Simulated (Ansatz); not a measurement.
CH₈AlAs: several calculations on one system

### Relaxation

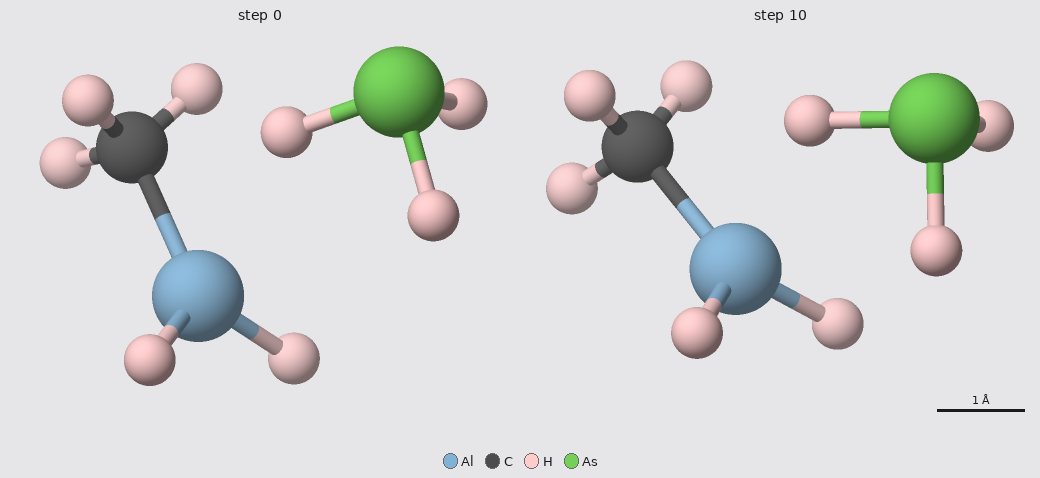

The structure of CH8AlAs before (left) and after (right) a relaxation, at one scale.

The picture is a ball-and-stick view, seen at a tilt.

The run prepares an end point of a later path (reaction) calculation, from a guessed geometry.

Computed with Ansatz 0.2.0, RKS PBE-D4/def2-SVP.

Input
```yaml
crystal:
  periodic: [false, false, false]
  atoms:
    - { symbol: Al, position_ang: [-0.869481, -1.006539, -0.43251] }
    - { symbol: C, position_ang: [0.909871, -1.282139, 0.369002] }
    - { symbol: H, position_ang: [-1.065506, -1.092246, -2.02357] }
    - { symbol: H, position_ang: [-2.155022, -0.807871, 0.507206] }
    - { symbol: H, position_ang: [0.437747, 0.966322, -0.25696] }
    - { symbol: As, position_ang: [0.31574, 2.480771, -0.164419] }
    - { symbol: H, position_ang: [1.742071, -1.102951, -0.34372] }
    - { symbol: H, position_ang: [1.079406, -0.660143, 1.273573] }
    - { symbol: H, position_ang: [1.005396, -2.342973, 0.705498] }
    - { symbol: H, position_ang: [-0.340368, 2.361907, 1.224308] }
    - { symbol: H, position_ang: [-1.059854, 2.485963, -0.858509] }
basis:
  gaussian: { orbitals: def2-SVP }
hamiltonian:
  xc: pbe
  dispersion: d4
relax:
  f_tol: 0.03
  max_steps: 50
```

Run as
```bash
ansatz run input.yaml --threads 2 --pin off --max-ram 3072MiB --backend cpu --events-out ev --progress --plain --runs-dir out
```

Describe what moved and what it gained.

Over 10 geometry steps the energy falls by 0.128 eV. Largest force component: 0.48 eV/Å at the start, 0.017 eV/Å at the end. H4 moves most after the best rigid fit: 0.50 Å. Largest moves by element: H 0.50 Å, Al 0.38 Å, As 0.38 Å, C 0.20 Å. Near-neighbour distances that change, for instance: Al1–As6 3.693 → 3.330 Å, Al1–H5 2.373 → 2.198 Å, H5–As6 1.522 → 1.559 Å, Al1–C2 1.971 → 1.978 Å. The run took 16 s on 2 threads of Intel(R) Xeon(R) Platinum 8488C (Sapphire Rapids), on a shared host, peak memory 0.17 GiB.

Limits of the set-up: the start holds two separate molecules, 2.3 Å apart at their closest, whose relative position is a soft coordinate.

### Relaxation

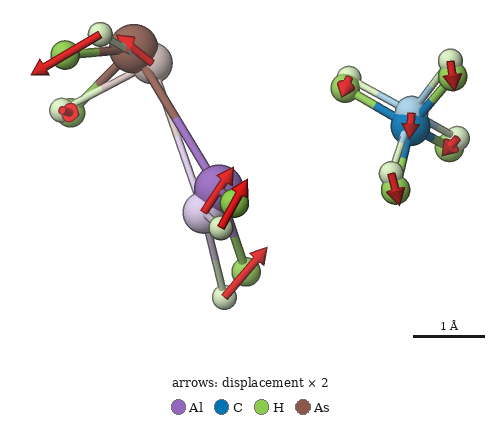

A relaxation of CH8AlAs. The starting structure is drawn faded, the final one solid; red arrows show the displacements, 2 times their true length. The two geometries are superimposed by the best rigid fit.

Style: ball-and-stick. Shown at a tilt.

The run prepares an end point of a later path (reaction) calculation, from a guessed geometry.

Level of theory: Ansatz, RKS PBE-D4/def2-SVP. (no spin polarisation; force threshold 0.03 eV/Å; at most 50 steps)

Atoms of which element are displaced furthest, and by how much?

Hydrogen: up to 0.58 Å, against 0.39 Å for aluminium.

What did the optimiser do to the structure, and how much energy did it gain?

The energy falls by 0.078 eV in 15 geometry steps. Largest force component: 0.59 eV/Å at the start, 0.029 eV/Å at the end. The forces were under the threshold at step 11, but the run went on from there. An H atom moves most after the best rigid fit: 0.58 Å. Largest moves by element: H 0.58 Å, Al 0.39 Å, As 0.35 Å, C 0.19 Å. Some distances before and after: Al–C 3.267 → 2.863 Å, Al–As 2.412 → 2.464 Å, C–H 1.092 → 1.114 Å, As–H 1.547 → 1.542 Å. Bond angles that change, for instance: Al–As–H 93.3° → 90.1°, H–Al–As 122.1° → 119.4°, H–C–H 110.8° → 113.0°.

Limits of the set-up: the start holds two separate molecules, 2.7 Å apart at their closest, whose relative position is a soft coordinate.

### Path

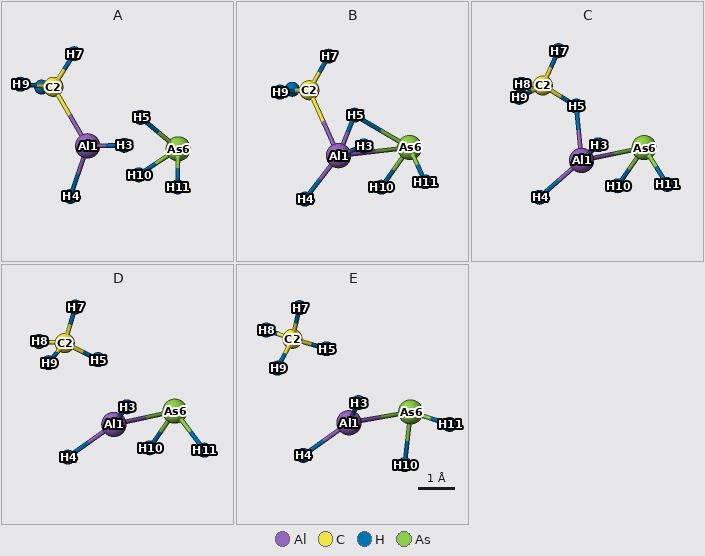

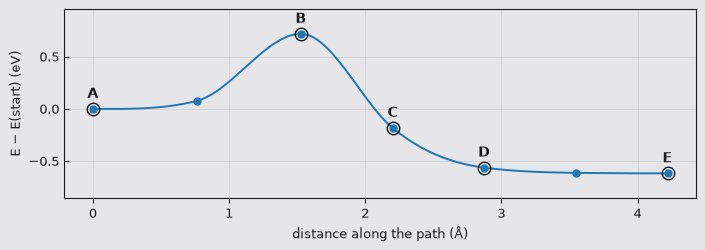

A nudged-elastic-band calculation for CH8AlAs. Images are numbered from 0 (start) to 6 (end). Frames A to E are images 0, 2, 3, 4, 6. Style: ball-and-stick. Shown from a free direction.

These are results of Ansatz 0.2.0, RKS PBE-D4/def2-SVP, not measurements. Settings: 5 movable images; climbing image; force threshold 0.03 eV/Å; iteration limit 60; starting path through a guess of the saddle point.

**Describe the mechanism and the energy profile.**

The energy climbs by 0.72 eV to image 2 and then falls by 1.34 eV, so the end point sits at −0.62 eV. Breaking: Al1–C2 (1.98 → 2.13 at the top → 2.86 Å), H5–As6 (1.56 → 1.90 at the top → 3.05 Å). Forming: Al1–As6 (3.33 → 2.75 at the top → 2.46 Å), C2–H5 (2.73 → 1.53 at the top → 1.11 Å). The band converged in 23 iterations. The largest component of the band force went from 2.9 to 0.026 eV/Å. The climbing image converged on the top of the path. Its vibrational analysis gives one imaginary mode (1033i cm⁻¹), as a transition state must have.
